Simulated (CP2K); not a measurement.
Band structure of LaPb3 (Pm-3m, 4 atoms in the cell).

```yaml
crystal:
  lattice:
    - [4.92952, 0.00000, 0.00000]
    - [0.00000, 4.92952, 0.00000]
    - [0.00000, 0.00000, 4.92952]
  atoms:
    - { symbol: La, position: [0.00000, 0.00000, 0.00000] }
    - { symbol: Pb, position: [0.00000, 0.50000, 0.50000] }
    - { symbol: Pb, position: [0.50000, 0.00000, 0.50000] }
    - { symbol: Pb, position: [0.50000, 0.50000, 0.00000] }
```

Method: LDA (Pade form), GPW, DZVP-MOLOPT-SR-GTH basis, GTH-PADE potentials (GTH_POTENTIALS) run with CP2K 2026.2.

Settings: CUTOFF = 500 Ry; REL_CUTOFF = 40 Ry; SMEAR/METHOD = GAUSSIAN; SIGMA = 0.136 eV; KPOINTS/SCHEME = MONKHORST-PACK 7 7 7; XC_FUNCTIONAL = PADE; La/BASIS_SET = DZVP-MOLOPT-SR-GTH-q11; La/POTENTIAL = GTH-PADE-q11; Pb/BASIS_SET = DZVP-MOLOPT-SR-GTH-q4; Pb/POTENTIAL = GTH-PADE-q4; METHOD = GPW; EPS_DEFAULT = 1e-10; EXTRAPOLATION = USE_GUESS; NGRIDS = 5.

The starting cell comes from a database of computed structures (which also holds hypothetical and non-ambient phases and stackings), without a prior relaxation at this level. Its lattice was rescaled by a random factor within 2.5 % of one. Spin-orbit coupling is off. Values carry the incompleteness of an atom-centred basis.

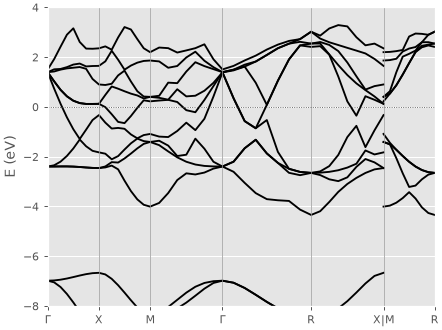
*Bands along the path, energies from the Fermi level.*

Levels in eV from the Fermi level, bands 8 to 13:
```
point      8      9     10     11    12    13
-----  -----  -----  -----  -----  ----  ----
Γ      -2.40  -2.40  -2.40   1.39  1.39  1.39
X      -2.46  -2.46  -1.83  -0.33  0.12  0.12
M      -4.01  -1.41  -1.41  -1.09  0.22  0.40
R      -4.34  -2.65  -2.65  -2.65  2.41  2.54
```

Bands cross the Fermi level along this path, so the cell is metallic at this level.

Higher empty bands are left out: an atom-centred basis made for the valence describes them poorly.
